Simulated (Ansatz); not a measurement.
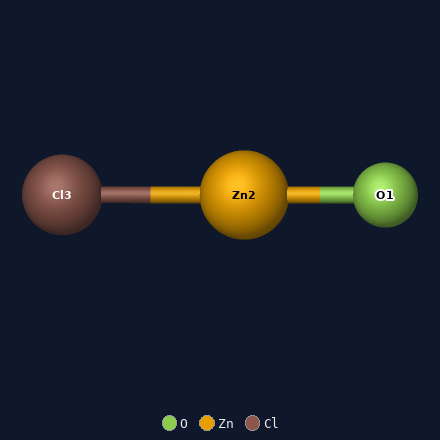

The system is ClOZn, SMILES [O-][Zn][Cl], charge −1; the picture shows the reference structure. First axis: angle O1–Zn2–Cl3 (carried through 180). Second axis: change of the bonds Zn2–O1, Zn2–Cl3, all alike. Nothing is relaxed (all other coordinates rigid). The grid has 11 × 11 points; 66 points were computed and 55 follow by symmetry. Points are written as (first, second). All energies are given in kJ/mol relative to the lowest grid point. All numbers below come from Ansatz 0.2.0, RKS r2SCAN0-D4/def2-SVPD.

Its coordinates:

```xyz
3

O    -0.1581    1.8600    0.1190
Zn   -0.0139    0.1635    0.0105
Cl    0.1720   -2.0235   -0.1295
```

Range: angle O1–Zn2–Cl3 (carried through 180) from 140 to 220°; change of the bonds Zn2–O1, Zn2–Cl3, all alike from −0.215 to 0.332 Å.

Question: What will the energy surface look like?

Answer: The lowest grid point is at (180°, 0.004 Å). No other kind of well shows on this grid. The highest grid point, (140°, −0.215 Å), lies 193 kJ/mol above the lowest. Round the minimum the two coordinates are nearly uncoupled.

| second ↓, first → | 140 | 148 | 156 | 164 | 172 | 180 | 188 | 196 | 204 | 212 | 220 |
| --- | --- | --- | --- | --- | --- | --- | --- | --- | --- | --- | --- |
| 0.332 | 149 | 140 | 133 | 128 | 126 | 125 | 126 | 128 | 133 | 140 | 149 |
| 0.277 | 121 | 111 | 104 | 99 | 95 | 94 | 95 | 99 | 104 | 111 | 121 |
| 0.223 | 95 | 85 | 77 | 71 | 68 | 67 | 68 | 71 | 77 | 85 | 95 |
| 0.168 | 72 | 61 | 52 | 46 | 43 | 41 | 43 | 46 | 52 | 61 | 72 |
| 0.113 | 54 | 41 | 32 | 26 | 22 | 20 | 22 | 26 | 32 | 41 | 54 |
| 0.059 | 42 | 29 | 19 | 12 | 8 | 6 | 8 | 12 | 19 | 29 | 42 |
| 0.004 | 39 | 25 | 14 | 6 | 2 | 0 | 2 | 6 | 14 | 25 | 39 |
| −0.051 | 48 | 33 | 21 | 12 | 7 | 6 | 7 | 12 | 21 | 33 | 48 |
| −0.105 | 73 | 56 | 43 | 33 | 28 | 26 | 28 | 33 | 43 | 56 | 73 |
| −0.160 | 119 | 100 | 86 | 75 | 69 | 67 | 69 | 75 | 86 | 100 | 119 |
| −0.215 | 193 | 172 | 156 | 144 | 137 | 135 | 137 | 144 | 156 | 172 | 193 |

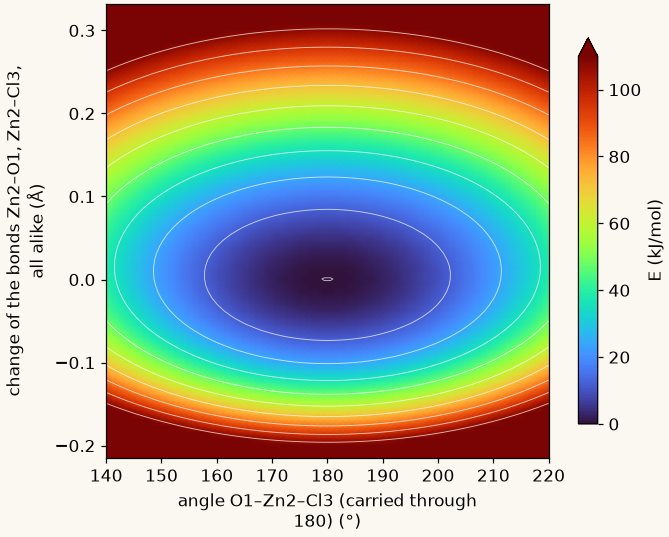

In the figure: a smooth colour map with a few white contour lines, one colour for all values above the top of the scale. Between grid points the surface is interpolated.

Each point was launched as `ansatz run input.yaml --threads 1 --pin off --max-ram 2560MiB --backend cpu --events-out ev --progress --plain --runs-dir out`. The whole map (66 points run) took 7.8 min on 1 thread of Intel(R) Xeon(R) Platinum 8259CL CPU @ 2.50GHz (Skylake/Cascade Lake) (shared host).
